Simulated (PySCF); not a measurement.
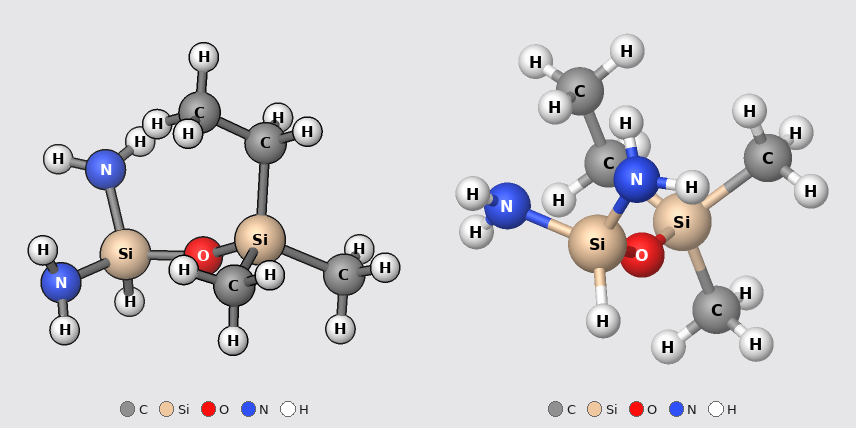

The same structure drawn twice, from different directions.

Computed geometry: GFN2-xTB optimisation. No frequency run is at hand to confirm it as a minimum.

Description:

The molecule is C4H16N2OSi2. SMILES: `CC[Si](C)(C)O[SiH](N)N`. It has no ring. Among its groups: Si–H bond, Si–O bond, Si–N bond. The point group is C1. Coordination, clear cases only: 4 C tetrahedral; 2 Si tetrahedral; 1 O bent.

More results for the same structure follow; atom numbers are the same in all pictures, views and colours differ.

### NMR shielding

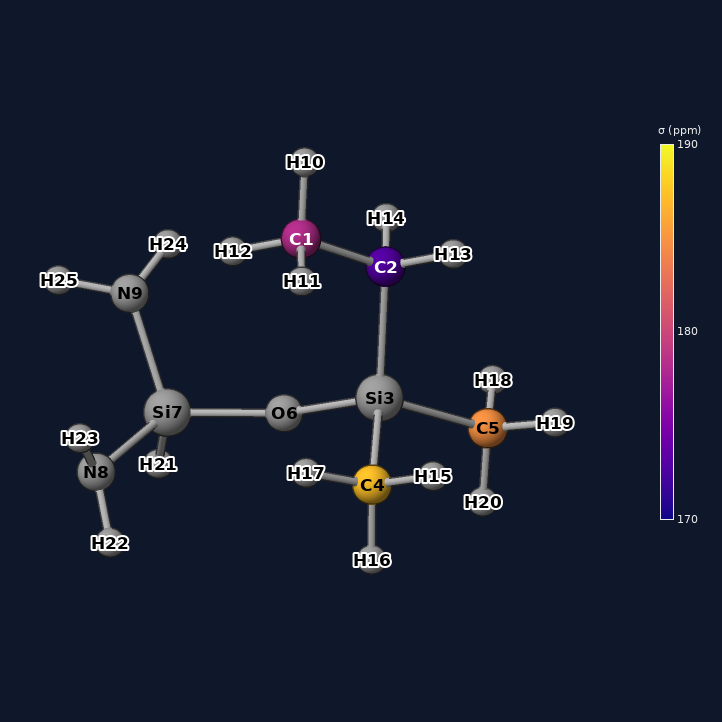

Atoms are coloured by their isotropic NMR shieldings (C only, the others grey). No frequency run is at hand to confirm it as a minimum. Properties computed with GIAO PBE0/pcSseg-1 NMR shielding, non-relativistic, gas phase (PySCF 2.14.0).

> Which C atom is the most shielded (lowest chemical shift)?

C4 (187.3 ppm).

> Which C atom is the least shielded (highest chemical shift)?

C2 (173.0 ppm).

> How wide is the range of C shifts?

14.3 ppm.

Give the isotropic NMR shieldings of the C atoms atom by atom.

| atom | σ (ppm) |
| --- | --- |
| C1 | 178.3 |
| C2 | 173.0 |
| C4 | 187.3 |
| C5 | 184.8 |

### Electronic properties

No frequency run is at hand to confirm it as a minimum. Level of theory: PBE0/pcSseg-1, gas phase (PySCF 2.14.0).

Computed properties:

- dipole moment: 0.84 D
- HOMO energy (Kohn–Sham orbital): −7.35 eV
- LUMO energy (Kohn–Sham orbital): 1.01 eV
- HOMO–LUMO gap: 8.36 eV

### Quadrupole coupling

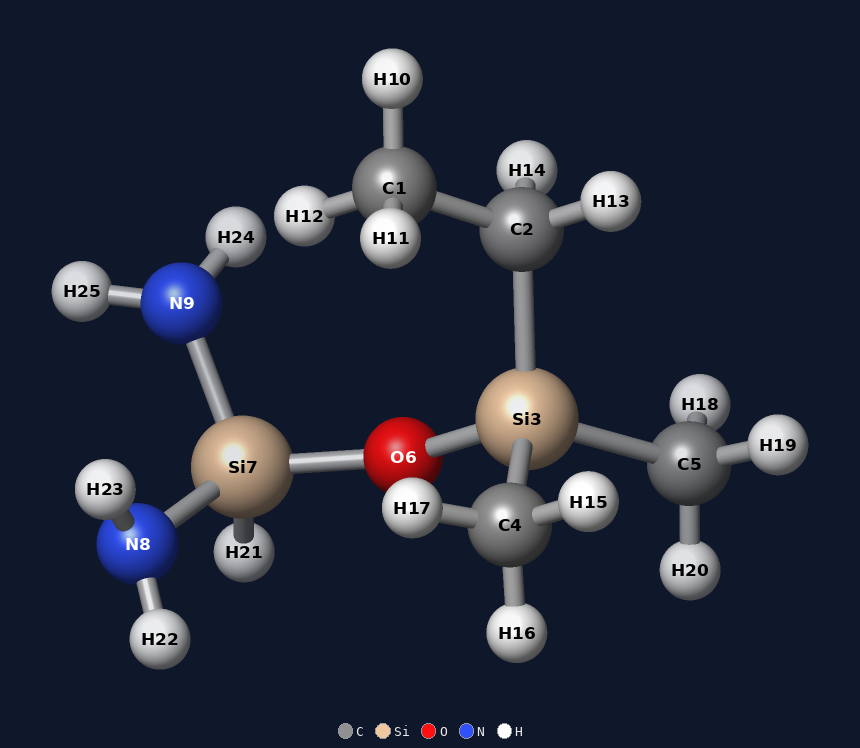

No frequency run is at hand to confirm it as a minimum. Electric field gradients from the ground-state density, PBE0/pcSseg-1 (PySCF 2.14.0), non-relativistic apart from any core potentials.

Give the largest field-gradient component, the quadrupole coupling constant and the asymmetry for 17O at O6 (Q = −25.6 mb), 14N at N8 (Q = 20.44 mb), 14N at N9 (Q = 20.44 mb), 2H at H10 (Q = 2.86 mb), 2H at H11 (Q = 2.86 mb).

| atom | V_zz (a.u.) | e²qQ/h (MHz) | η |
| --- | --- | --- | --- |
| O6 | 0.990 | −5.96 | 0.06 |
| N8 | −0.903 | −4.34 | 0.38 |
| N9 | −0.865 | −4.15 | 0.39 |
| H10 | 0.315 | 0.212 | 0.02 |
| H11 | 0.317 | 0.213 | 0.02 |

### Charges

The questions are on Mulliken charges. No frequency run is at hand to confirm it as a minimum. Properties computed with PBE0/pcSseg-1, gas phase (PySCF 2.14.0).

> Which atom carries the highest charge (most positive or least negative)?

Si3 (1.16 e).

> And the lowest?

O6 (−0.75 e).

Give the Mulliken charges atom by atom.

```csv
atom,value (e)
C1,−0.31
C2,−0.59
Si3,1.16
C4,−0.65
C5,−0.63
O6,−0.75
Si7,1.08
N8,−0.65
N9,−0.65
H10,0.11
H11,0.11
H12,0.14
H13,0.13
H14,0.13
H15,0.13
H16,0.13
H17,0.13
H18,0.13
H19,0.13
H20,0.13
H21,−0.15
H22,0.19
H23,0.19
H24,0.19
H25,0.19
```

Mulliken values depend strongly on the basis set and can even reverse the polarity of a bond. The geometry is semi-empirical. Around Si such bond lengths and angles can be off by a tenth of an ångström or more and by several degrees, and values that hang on the shape move with them.
